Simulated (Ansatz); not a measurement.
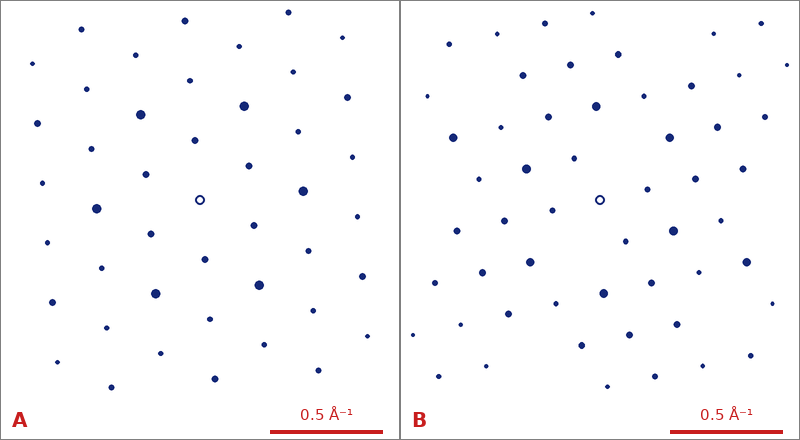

Kinematic electron diffraction patterns (120 kV, B = 0.5 Å², same scale, each along a low-index zone) of two structures of composition Si2Bi, each relaxed at zero pressure with DFT PBE, scalar-relativistic, plane waves, PAW in Ansatz.

The structures (standard cells):
1. P6/mmm (No. 191), a = 4.286 Å, c = 4.089 Å (hexagonal axes), 3 atoms; generated start, possibly hypothetical
2. Fd-3m (No. 227), a = 7.883 Å, 24 atoms; generated start, possibly hypothetical

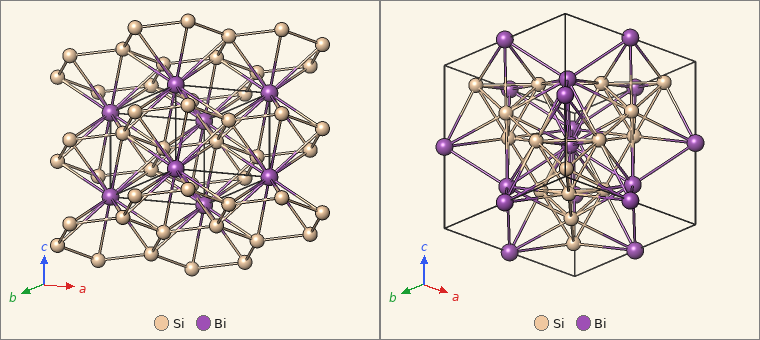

Drawings of the structures 1 to 2, from left to right (each may span several cells).

Q: Which pattern belongs to which structure, and along which zone?

A: A is structure 1 along [001]: hexagonal net of 1 -1 0 at d = 3.71 Å and 1 0 0 at d = 3.71 Å, 60.0° apart. B is structure 2 along [110] or an equivalent direction: centred rectangular net of -1 1 -1 at d = 4.55 Å and -1 1 1 at d = 4.55 Å, 70.5° apart (some points of this net are extinct or too weak to see).

Q: Rank the structures by their computed energy.

A: Structure 1 (P6/mmm, 21.68 Å³ an atom) is the lowest of these; structure 2 (Fd-3m, 20.41 Å³ an atom) lies about 54 meV an atom higher. These are static energies at 0 K; other structures, not shown, may lie lower still.
